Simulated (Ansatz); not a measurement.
## Quasiparticle gap of SnO2 (Cassiterite)

Aim: the quasiparticle gap of SnO2 (Cassiterite), starting from PBE.

Main program and level: Ansatz 0.2.0; PBE, then G0W0 on it, plane waves, PAW.

**What was measured.**

- Gap 3.6 eV: experimental gap quoted from earlier work; bulk crystal (quoted in “Study on the Photocatalytic Properties of Flower-Shaped SnO2”, 2022, pmc:9565917).

**1. Set-up**

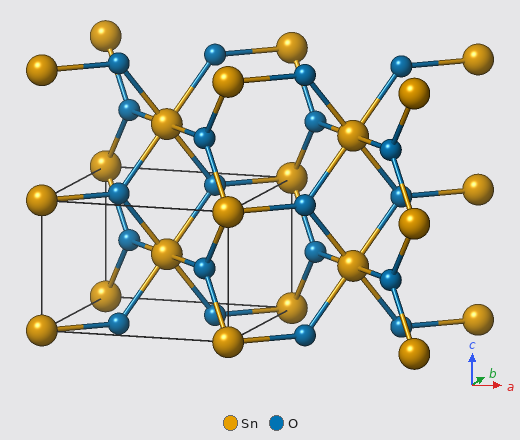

Start, viewed slightly off an axis; tin orange, oxygen blue. 2×1×2 cells are drawn. Some periodic images of atoms are drawn too.

The cell and positions come from the Crystallography Open Database and are kept as given unless a step says otherwise. The default PAW set here is soft_1. Its files were made with PBE.

**2. The PBE band structure**

Levels along a band path and on the mesh show where this functional puts the band edges.

This step: DFT, PBE, plane waves, PAW.

File input.yaml:

```yaml
crystal:
  lattice:
    - [4.738, 0.0, 0.0]
    - [0.0, 4.738, 0.0]
    - [0.0, 0.0, 3.1865]
  atoms:
    - { symbol: Sn, position: [0.0, 0.0, 0.0] }
    - { symbol: Sn, position: [0.5, 0.5, 0.5] }
    - { symbol: O, position: [0.3071, 0.3071, 0.0] }
    - { symbol: O, position: [0.1929, 0.8071, 0.5] }
    - { symbol: O, position: [0.6929, 0.6929, 0.0] }
    - { symbol: O, position: [0.8071, 0.1929, 0.5] }
kpoints:
  mp_grid: { grid: [6, 6, 8] }
  band_path:
    path:
      - [[0.0, 0.0, 0.0], [0.0, 0.5, 0.0], [0.5, 0.5, 0.0], [0.0, 0.0, 0.0], [0.0, 0.0, 0.5], [0.0, 0.5, 0.5], [0.5, 0.5, 0.5], [0.0, 0.0, 0.5]]
      - [[0.0, 0.5, 0.0], [0.0, 0.5, 0.5]]
      - [[0.5, 0.5, 0.0], [0.5, 0.5, 0.5]]
    npoints: 10
hamiltonian:
  xc: pbe
  pseudopotentials: { kind: paw, azcp: { folder: "./paw" } }
scf:
  occupations: { method: fermi_dirac, width: 0.02 }
  n_extra_bands: 6
output:
  eigenvalues: true
  write_density: true
  write_potential: true
  elf: true
  volumetric_format: npy
```

Command:

```console
> ansatz run input.yaml --threads 4 --pin off --max-ram 138240MiB --backend cuda --events-out ev --progress --plain --runs-dir out --devices 1 --max-vram 26GiB
```

Numbers of over 12 decimals in the logs are rounded to 6 here.

The log of the run:

```text
scf.n_extra_bands = 6 over 26 filled bands (N_el = 52.0): the run solves 32 bands
GPUs: using 1 of 1 available (devices: 1).
Engine: ansatz 0.2.0, x86_64-unknown-linux-gnu
Pseudopotentials: kind: paw
Pseudopotential: Sn, paw, valence charge 14, recommended cutoff 420 eV (normal), <dir>
Pseudopotential: O, paw, valence charge 6, recommended cutoff 420 eV (normal), <dir>
Functional definition: PBE
  parameter kappa = 0.804
  parameter beta = 0.066725
  exchange = pbe_x(kappa = kappa, mu = beta*pi^2/3)
  correlation = pbe_c(beta = beta)
device memory: the entry about to start is reckoned to put 2.2 GiB on a device that reports 77.3 GiB free (of which the cap on the GPU budget leaves the run 26.0 GiB)
GPU FFT provider: cuFFT
GPU libraries: cuBLAS 13.8.2, cuFFT 12.4.0, cuSOLVER 12.3.4
Crystal: 6 atoms, lattice volume = 71.533 Å³
Basis set: ecut = 420 eV, 1411 PW (Γ)
Bands: 32, of which v1, the nominal top of the filled ones, is band 26 counted from 1 (25 counted from 0)
Symmetry: 16 space group operations
Space group: P42/mnm (ITA 136), of the structure as read, at distance tolerance 4.2e-5 Å
k-points: 50 of 288
Non-local potential: Sn, projectors of the file, l = 0: 2, l = 1: 2, l = 2: 2, l = 3: 1
Non-local potential: O, projectors of the file, l = 0: 2, l = 1: 2, l = 2: 1
PAW form: soft (Blöchl's): semilocal exchange-correlation on the pseudo side does not see the compensation charge
PAW one-centre angular grid: Sn, 590 points (default); XC on 64 Gauss nodes
PAW one-centre angular grid: O, 110 points (default); XC on 64 Gauss nodes
Initial density: superposition of atomic densities (chi_scale 0.1, normalization cell, long waves kept (reshape's long-wave potential 0.00 eV rms))
Initial wavefunctions: pseudopotential atomic-orbital guess
GPU buffer pool allocated for 24576 grid points (all kernels)
GPU transforms: local potential and band sums: pruned to the plane-wave sphere, on 32×32×24
Functional: x = pbe(κ = 0.804, μ = 0.219515), c = pbe(β = 0.066725)
SCF iter   1: F=—  HF=-14318.860787 eV  |F-HF|=—  |Δ(HF+E_count)|=         —  Δρ=8.13e-2  dr2=3.77e0  ethr=3.10e-3  ⟨swp⟩=6.6  Hψ=7165  notcnv=0
preconditioner: auto → Resta (q_TF=auto, 2.587 Å⁻¹)  ε∞=3.5  [insulator: Δε(μ)=1.761 eV  Ē_g=20.189 eV  σ=0.020 eV  W_gap=1.00  n_scr=18 (ndim 8)  ℏωp=31.7 eV  f_vac=0.000  D(μ)=0.00/eV (n_scr^D=0)  ε∞_Penn≈3.5]
SCF iter   2: F=—  HF=-14318.056668 eV  |F-HF|=—  |Δ(HF+E_count)|=   8.04e-1  Δρ=3.73e-2  dr2=5.14e-1  ethr=3.10e-3  ⟨swp⟩=2.2  Hψ=2992  notcnv=0  defer=100
SCF iter   3: F=—  HF=-14318.009360 eV  |F-HF|=—  |Δ(HF+E_count)|=   4.73e-2  Δρ=1.38e-2  dr2=8.00e-2  ethr=9.89e-4  ⟨swp⟩=2.4  Hψ=1900  notcnv=0  defer=100
SCF iter   4: F=—  HF=-14318.019839 eV  |F-HF|=—  |Δ(HF+E_count)|=   1.05e-2  Δρ=1.76e-3  dr2=2.36e-3  ethr=1.54e-4  ⟨swp⟩=3.0  Hψ=2498  notcnv=0  defer=100
SCF iter   5: F=—  HF=-14318.021743 eV  |F-HF|=—  |Δ(HF+E_count)|=   1.90e-3  Δρ=6.66e-4  dr2=2.33e-4  ethr=4.53e-6  ⟨swp⟩=2.0  Hψ=2934  notcnv=0  defer=100
SCF iter   6: F=—  HF=-14318.021911 eV  |F-HF|=—  |Δ(HF+E_count)|=   1.67e-4  Δρ=8.08e-5  dr2=4.26e-6  ethr=4.48e-7  ⟨swp⟩=2.0  Hψ=2488  notcnv=0  defer=100
SCF iter   7: F=—  HF=-14318.022114 eV  |F-HF|=—  |Δ(HF+E_count)|=   2.03e-4  Δρ=1.36e-5  dr2=1.33e-7  ethr=8.20e-9  ⟨swp⟩=2.1  Hψ=2549  notcnv=0  defer=100
SCF iter   8: F=-14318.022114 eV  HF=-14318.022114 eV  |F-HF|=7.79e-9  |Δ(HF+E_count)|=   1.42e-7  Δρ=2.68e-6  dr2=5.98e-9  ethr=1.92e-10  ⟨swp⟩=8.5  Hψ=5160  notcnv=0
SCF 1 converged in 8 iterations: F = -14318.022114 eV  dr2 = 5.98e-9
  greatest PAW one-centre occupation: 0.996 electrons in one spin orbital (limit 2), on the Sn atom at site 1 (counted from 0), in its partial waves of l = 2
device memory: the entry about to start is reckoned to put 2.8 GiB on a device that reports 76.3 GiB free (of which the cap on the GPU budget leaves the run 26.0 GiB)
NSCF: frozen V_eff on 93 k-points, pencils in batches of 32, up to order 144
SCF converged after 8 iterations
Free energy (F): -14318.022114 eV
Harris-Foulkes:  -14318.022114 eV  (|F-HF|=7.79e-9)
Internal energy: -14318.022114 eV  (E = F + TS)
E sigma→0 (E₀):  -14318.022114 eV
Fermi energy:    10.205596 eV
--- Per-component energies (eV) ---
  E_band       = -112.160018
  E_kinetic    = 1020.746595
  E_local      = -3165.575053  (includes V_loc(G=0)·N_el)
  E_nonlocal   = 501.828547
  E_hartree    = 1445.570422
  E_xc         = -536.694330
  E_vxc        = -525.122474  (∫ρ·V_xc dr)
  E_paw        = -9401.050474  (= ΣΔE_a)
  E_vpaw       = -835.182326  (= ΣTr[D̂ρ^β])
  E_aug_tail   = 0.003959  (compensation charges beyond the density's cutoff)
  E_ewald      = -4182.851779
  E_smearing   = -0.000000  (= −TS)
  E_closure    = 0.000000  (closes the sum)
  Σ components = -14318.022114   (vs F -14318.022114, Δ=0.00e0)
--- Band table (eV; the first three rows and the last of 50) ---
  k-point 0: bands = [... 22 lower, 8.3458, 8.7924, 8.7924, 9.5637, 10.8473, 15.7376, 15.9423, 15.9423, ... 2 higher]
  k-point 1: bands = [... 22 lower, 7.7673, 8.8286, 8.8286, 9.4335, 11.8074, 16.0536, 16.5920, 16.5920, ... 2 higher]
  k-point 2: bands = [... 22 lower, 7.0535, 8.7282, 8.7282, 9.0652, 13.4216, 16.5213, 18.0216, 18.0216, ... 2 higher]
  k-point 49: bands = [... 22 lower, 8.5966, 8.5966, 8.7325, 8.7325, 14.5096, 14.5096, 18.4663, 18.4663, ... 2 higher]
```

Elapsed: 19 s, on 1 × NVIDIA H100 80GB HBM3 (shared by 3 runs) with 4 threads of AMD EPYC 7R13 (Zen 3), shared host; peak memory 0.93 GiB; 3.9 s of CPU time.

This step gave:

```
filled bands         : 26
gap                  : 1.284 eV
valence top at       : Γ
conduction bottom at : Γ
least direct gap     : 1.284 eV
```

Over mesh and path the gap is 1.284 eV, direct, at k = Γ.

Electronic bands along the path, in eV, zero at the top of the highest nominally filled band:

| point | band 23 | band 24 | band 25 | band 26 | band 27 | band 28 | band 29 | band 30 |
| --- | --- | --- | --- | --- | --- | --- | --- | --- |
| Γ | -1.22 | -0.77 | -0.77 | 0.00 | 1.28 | 6.17 | 6.38 | 6.38 |
| X | -1.18 | -1.18 | -0.63 | -0.63 | 4.45 | 4.45 | 7.12 | 7.12 |
| M | -1.30 | -1.30 | -0.90 | -0.90 | 4.85 | 4.85 | 7.55 | 7.55 |
| Γ | -1.22 | -0.77 | -0.77 | 0.00 | 1.28 | 6.17 | 6.38 | 6.38 |
| Z | -1.65 | -1.65 | -1.25 | -1.25 | 6.24 | 6.24 | 9.79 | 9.79 |
| R | -1.10 | -1.10 | -0.69 | -0.69 | 6.52 | 6.52 | 8.10 | 8.10 |
| A | -0.97 | -0.97 | -0.83 | -0.83 | 4.95 | 4.95 | 8.90 | 8.90 |
| Z | -1.65 | -1.65 | -1.25 | -1.25 | 6.24 | 6.24 | 9.79 | 9.79 |
| jump to X | -1.18 | -1.18 | -0.63 | -0.63 | 4.45 | 4.45 | 7.12 | 7.12 |
| R | -1.10 | -1.10 | -0.69 | -0.69 | 6.52 | 6.52 | 8.10 | 8.10 |
| jump to M | -1.30 | -1.30 | -0.90 | -0.90 | 4.85 | 4.85 | 7.55 | 7.55 |
| A | -0.97 | -0.97 | -0.83 | -0.83 | 4.95 | 4.95 | 8.90 | 8.90 |

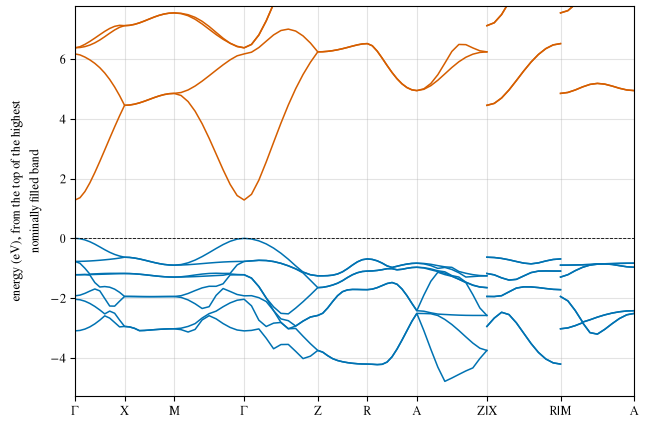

Electronic bands along the path; lines of filled and empty bands in two colours.

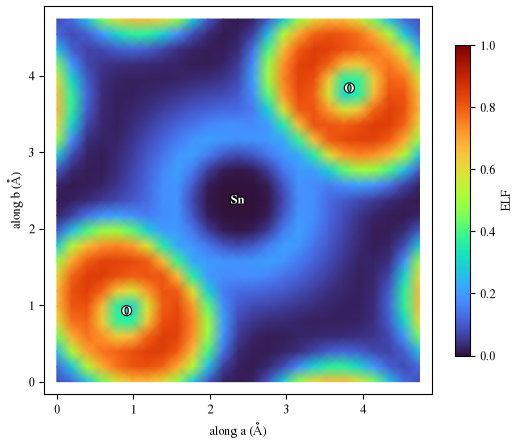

ELF in the ab plane at fractional z = 0.000, with atoms of Sn and O within 0.2 Å of it. It is the smooth field of the valence electrons, not physical close to the nuclei. The map starts off the cell's origin, so that atoms lie inside it.

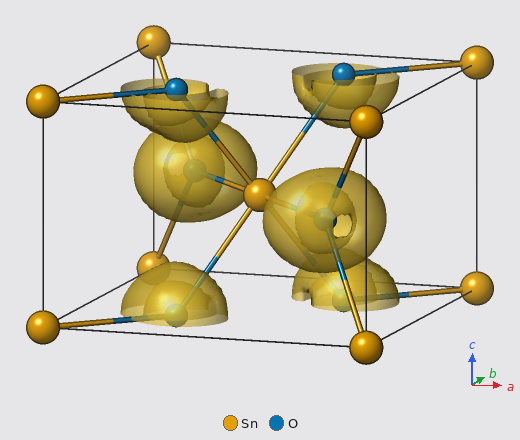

Surface of ELF = 0.77.

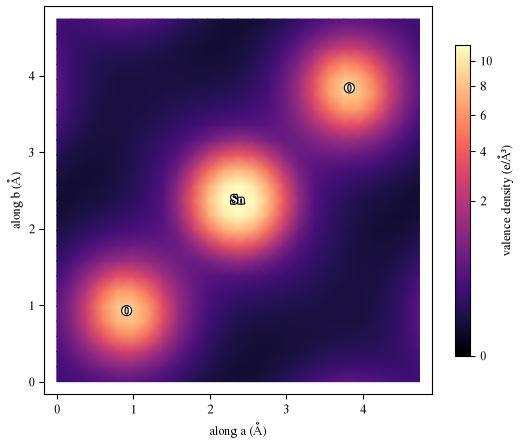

Valence density in the ab plane at fractional z = 0.000, with atoms of Sn and O within 0.2 Å of it. It is the smooth field of the valence electrons, not physical close to the nuclei. The map starts off the cell's origin, so that atoms lie inside it. The colour scale is stretched toward low values.

**3. G0W0 on the 4×4×6 mesh**

G0W0 replaces the xc potential by a self-energy built once from the orbitals of the start. Levels are corrected in the window of bands that the input names, at points of the mesh.

This step: G0W0 on PBE, plane waves, PAW.

File input.yaml:

```yaml
crystal:
  lattice:
    - [4.738, 0.0, 0.0]
    - [0.0, 4.738, 0.0]
    - [0.0, 0.0, 3.1865]
  atoms:
    - { symbol: Sn, position: [0.0, 0.0, 0.0] }
    - { symbol: Sn, position: [0.5, 0.5, 0.5] }
    - { symbol: O, position: [0.3071, 0.3071, 0.0] }
    - { symbol: O, position: [0.1929, 0.8071, 0.5] }
    - { symbol: O, position: [0.6929, 0.6929, 0.0] }
    - { symbol: O, position: [0.8071, 0.1929, 0.5] }
kpoints:
  mp_grid: { grid: [4, 4, 6] }
hamiltonian:
  xc: pbe
  pseudopotentials: { kind: paw, source: ansatz }
scf:
  occupations: { method: fixed }
gw:
  n_empty_bands: 1203
  ecut_chi: 380
  qp_bands: [v2, c2]
  qp_kpoints: band_edges
  screening: { model: contour_deformation }
```

The log of the run:

```text
GPUs: using 1 of 1 available (devices: 1).
[...]
GPU FFT provider: cuFFT
GPU libraries: cuBLAS 13.8.2, cuFFT 12.4.0, cuSOLVER 12.3.4
Crystal: 6 atoms, lattice volume = 71.533 Å³
Basis set: ecut = 930 eV, 4587 PW (Γ)
Bands: 41, of which v1, the nominal top of the filled ones, is band 34 counted from 1 (33 counted from 0)
Symmetry: 16 space group operations
[...]
k-points: 24 of 96
[...]
GPU buffer pool allocated for 104976 grid points (all kernels)
[...]
SCF iter   1: F=—  HF=-21720.950653 eV  |F-HF|=—  |Δ(HF+E_count)|=         —  Δρ=8.52e-2  dr2=3.45e0  ethr=3.10e-3  ⟨swp⟩=4.3  Hψ=3366  notcnv=0  defer=120
[...]
SCF iter   8: F=-21719.985827 eV  HF=-21719.985827 eV  |F-HF|=1.75e-8  |Δ(HF+E_count)|=   3.89e-7  Δρ=4.19e-6  dr2=1.32e-8  ethr=1.47e-10  ⟨swp⟩=10.0  Hψ=3934  notcnv=0
SCF 1 converged in 8 iterations: F = -21719.985827 eV  dr2 = 1.32e-8
[...]
NSCF: frozen V_eff on 24 k-points, pencils in batches of 32, up to order 164
the band table was solved once the SCF had ended and its energy, with any forces and stress, was formed, with the checks that follow a solve (3889 applications of the Hamiltonian). They found nothing against the state; the energy, forces and stress were not computed again (output.eigenvalues in the input reference)
[...]
NSCF: frozen V_eff on 24 k-points
G₀W₀ screening: q 1/24
[... further progress lines ...]
SCF converged after 8 iterations
Free energy (F): -21719.985827 eV
[...]
Internal energy: -21719.985827 eV  (E = F + TS)
E sigma→0 (E₀):  -21719.985827 eV
Fermi energy:    11.134553 eV
[...]
--- Band table (eV; the first three rows and the last of 24) ---
  k-point 0: bands = [... 30 lower, 9.9106, 10.3590, 10.3590, 11.1346, 12.4213, 17.3009, 17.5030, 17.5030, ... 3 higher]
  k-point 1: bands = [... 30 lower, 8.9931, 10.3801, 10.3801, 10.9048, 13.9118, 17.8033, 18.5873, 18.5873, ... 3 higher]
  k-point 2: bands = [... 30 lower, 8.7286, 10.1456, 10.1456, 10.2872, 15.9704, 18.1059, 20.0107, 20.5738, ... 3 higher]
  k-point 23: bands = [... 30 lower, 10.1647, 10.1647, 10.3000, 10.3000, 16.0731, 16.0731, 20.0291, 20.0291, ... 3 higher]
--- G₀W₀: contour deformation, 8 samples at zero and on the imaginary axis and 2 off it, 96 q-points, 1203 empty bands' worth ---
  eigenvalues of the whole cell's RPA ε∞ on this k-mesh (on a slab, of 1 + 4πα/V) = 4.2962, 4.2962, 4.5182; static W/v taken at q = 0 is 0.228874
  bands read: the sum over 1237 bands ends inside a degenerate multiplet in 15 slots, whose members it reads at an even weight; the widest, k=2: bands 1237 to 1238 (counted from 1) at 1/2 each
  gw.qp_kpoints: band_edges: 11 of 24 stored k-points solved, in 1 pass; an edge of the gap read off the rows below is read off those points alone
    valence top: of the k-points left out ik 14 came nearest to being solved in a further pass, in band 34 (counted from 1, as in the quasiparticle table): it holds the edge there only if its correction is more favourable than any solved in that band by at least 0.573 eV; those differ by 0.209 eV
    conduction bottom: of the k-points left out ik 16 came nearest to being solved in a further pass, in band 35 (counted from 1, as in the quasiparticle table): it holds the edge there only if its correction is more favourable than any solved in that band by at least 3.365 eV; those differ by 0.481 eV
  `?` marks the rows in doubt; gw_qp.tsv's column doubts and the gw_qp event give each row's grounds
    ik  band        ε_KS         Σx   Σc(E_QP)       V_xc       Z   E_QP_lin       E_QP  E_QP is
     0    33     10.3590   -26.4480     4.4007   -20.7667  0.7469     9.0318     9.0784  root
     0    34     11.1346   -27.1856     4.6908   -21.1404  0.7479     9.7445     9.7801  root
     0    35     12.4213   -14.4725    -3.7198   -18.5888  0.8206    12.8191    12.8179  root
     0    36     17.3009   -12.1255    -4.9937   -17.8243  0.8017    18.0139    18.0061  root
     1    33     10.3801   -26.6265     4.4043   -20.9363  0.7475     9.0486     9.0942  root ?
     1    34     10.9048   -26.8714     4.7380   -20.7577  0.7468     9.4910     9.5291  root
     1    35     13.9118   -15.6542    -3.6918   -19.8201  0.8045    14.3879    14.3859  root
     1    36     17.8033   -13.1252    -5.2264   -19.1581  0.7881    18.6212    18.6097  root
     3    33      9.8766   -26.2844     4.9432   -19.9209  0.7399     8.4083     8.4563  root
     3    34      9.8766   -26.2844     4.9432   -19.9209  0.7399     8.4083     8.4563  root
     3    35     17.3752   -14.7396    -5.1499   -20.7639  0.7837    18.2620    18.2494  root
     3    36     17.3752   -14.7396    -5.1499   -20.7639  0.7837    18.2620    18.2494  root
     4    33     10.3975   -26.5370     4.4242   -20.8217  0.7471     9.0625     9.1064  root ?
     4    34     10.8478   -26.7094     4.6595   -20.6863  0.7475     9.4469     9.4841  root
     4    35     13.7112   -15.6291    -3.5528   -19.6033  0.8062    14.1342    14.1326  root
     4    36     16.8442   -12.9739    -4.7719   -18.4176  0.7982    17.5229    17.5160  root
     5    33     10.3508   -26.5879     4.4467   -20.8340  0.7471     9.0046     9.0437  root ?
     5    34     10.7692   -26.7681     4.6919   -20.7081  0.7466     9.3633     9.4011  root
     5    35     14.6459   -15.4850    -3.9496   -19.9821  0.8010    15.1966    15.1935  root
     5    36     17.4303   -13.8532    -5.0681   -19.7047  0.7860    18.2243    18.2137  root
     8    33     10.5004   -26.5684     4.5107   -20.7285  0.7473     9.1338     9.1711  root
     8    34     10.5004   -26.5684     4.5107   -20.7285  0.7473     9.1338     9.1711  root
     8    35     15.5894   -14.8695    -4.2758   -19.7548  0.7966    16.2039    16.1989  root
     8    36     15.5894   -14.8695    -4.2758   -19.7548  0.7966    16.2039    16.1989  root
    11    33     10.4422   -27.1855     3.8953   -22.0787  0.7561     9.1982     9.2307  root
    11    34     10.4422   -27.1855     3.8953   -22.0787  0.7561     9.1982     9.2307  root
    11    35     17.6533   -14.8654    -5.2102   -20.9532  0.7798    18.5444    18.5308  root
    11    36     17.6533   -14.8654    -5.2102   -20.9532  0.7798    18.5444    18.5308  root
    12    33     10.3059   -26.5182     4.5829   -20.5972  0.7451     8.9296     8.9678  root
    12    34     10.6552   -26.5828     4.7195   -20.4835  0.7462     9.2362     9.2755  root
    12    35     14.4881   -15.6106    -3.8261   -19.9448  0.8019    14.9987    14.9961  root
    12    36     16.5754   -13.1633    -4.7459   -18.5780  0.7991    17.2509    17.2443  root
    13    33     10.3316   -26.6376     4.6187   -20.6724  0.7452     8.9468     8.9851  root
    13    34     10.7203   -26.8516     4.5989   -20.9061  0.7473     9.3372     9.3737  root
    13    35     15.1528   -15.3100    -4.1633   -20.0767  0.7987    15.7603    15.7562  root
    13    36     17.0780   -13.9664    -4.9739   -19.7068  0.7888    17.8540    17.8445  root
    17    33     10.4360   -26.6812     4.5791   -20.7573  0.7464     9.0534     9.0911  root
    17    34     10.4360   -26.6812     4.5791   -20.7573  0.7464     9.0534     9.0911  root
    17    35     16.2117   -14.7811    -4.6306   -20.1242  0.7932    16.9315    16.9242  root
    17    36     16.2117   -14.7811    -4.6306   -20.1242  0.7932    16.9315    16.9242  root
    23    33     10.3000   -26.6274     4.9173   -20.3023  0.7419     8.8493     8.8922  root
    23    34     10.3000   -26.6274     4.9173   -20.3023  0.7419     8.8493     8.8922  root
    23    35     16.0731   -13.3208    -4.6561   -18.6828  0.8085    16.7851    16.7790  root
    23    36     16.0731   -13.3208    -4.6561   -18.6828  0.8085    16.7851    16.7790  root
```

Run time: 3.9 min. Hardware: 1 × NVIDIA H100 80GB HBM3 (shared by 3 runs) with 4 threads; peak memory 10 GiB.

This step gave:

- bands summed: 1237
- RPA ε∞ on this mesh (eigenvalues): 4.296, 4.296, 4.518
- plane waves in the screening matrix: 1195
- q-points in the mesh: 96
- G0W0 gap over the corrected points: 3.038 eV
- k of the valence top: 0, 0, 0
- k of the conduction bottom: 0, 0, 0
- starting gap on the mesh: 1.287 eV
- Z at the valence top: 0.7479
- Z at the conduction bottom: 0.8206
- least direct G0W0 gap over the corrected points: 3.038 eV

Over 11 of 24 irreducible mesh points the G0W0 gap is 3.038 eV, direct, at k = Γ. The PBE gap of this run on the mesh is 1.287 eV. The two states that bound the G0W0 gap lie that far apart at the start, so the correction of the gap is 3.038 − 1.287 = +1.751 eV. The start of this run differs from the step before in mesh (6×6×8 and 4×4×6), files (soft_1 PAW and hard PAW) and plane-wave cutoff (420 eV and 930 eV). The program marks 3 of the 44 corrected levels as in doubt (Σc rises), neither edge state among them.

Labels follow the order of the start: v1 is the top filled band, c1 the lowest empty one; levels that stay degenerate share a row, the window can cut a multiplet, doubted levels are not marked in this list, bands outside the window were not corrected, and the list may be a part of the corrected levels. The levels before and after the correction (eV, zero at the valence-band top of each column):

|  | conduction bottom | valence top |
| --- | --- | --- |
| Kohn-Sham | 1.29 | 0.00 |
| G0W0 | 3.04 | 0.00 |

|  | level | occupation | energy (eV) |
| --- | --- | --- | --- |
| Kohn-Sham | Γ v2 | 2 | -0.776 |
| Kohn-Sham | Γ v1 | 2 | 0.000 |
| Kohn-Sham | Γ c1 | 0 | 1.287 |
| Kohn-Sham | Γ c2 | 0 | 6.166 |
| G0W0 | Γ v2 | 2 | -0.702 |
| G0W0 | Γ v1 | 2 | 0.000 |
| G0W0 | Γ c1 | 0 | 3.038 |
| G0W0 | Γ c2 | 0 | 8.226 |

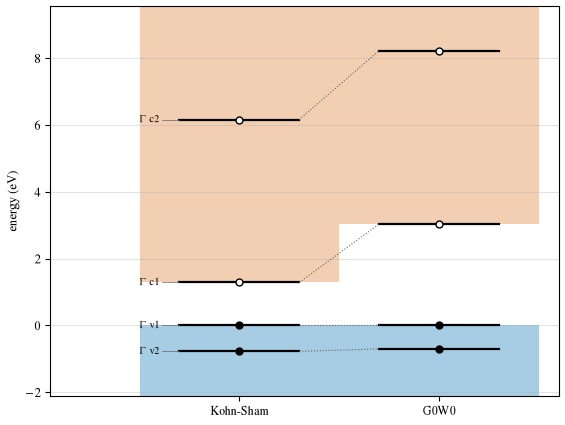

Levels before and after the correction. Shaded: valence and conduction bands. Filled marks are occupied levels, open marks empty ones.

The parts of the quasiparticle energy for the two states that bound the G0W0 gap, in eV on the run's own scale (QP = start + Σx + Σc − Vxc, with Σc at the quasiparticle energy):

| edge | k | band | start | Σx | Σc | Vxc | Z | QP |
| --- | --- | --- | --- | --- | --- | --- | --- | --- |
| valence top | Γ | 34 | 11.135 | −27.186 | 4.691 | −21.140 | 0.748 | 9.780 |
| conduction bottom | Γ | 35 | 12.421 | −14.473 | −3.720 | −18.589 | 0.821 | 12.818 |

[end of part 1 of 2]

[Paths, hosts, dates, memory and timing lines, banners, echoed tables and standing remarks are left out of the program output.]

[Logs are printed without paths, hosts, clocks, repeated set-up lines and the standing remarks that a program may print on its own settings, such as how far it seeks lower states.]

[Runs of the session that timed out or met a known fault of the program may be left out.]

[Cells called generated may have been cut or substituted from an entry of the Crystallography Open Database or the Materials Project.]

[Hosts, paths, dates, database ids (printed as entryN), source tags and the programs' standing remarks are cut or masked in the printed files.]

[Where an RPA ε∞ is given, it is that of the G0W0 mesh and is not shown converged in it. Names of k-points follow the symmetry that the program found, which can be lower than the space group named. Band edges on a path are those of the sampled points; other points can move an edge, and change direct to indirect where valleys lie close.]

[Hybrid gaps are those of their k-mesh and are not shown converged in it.]
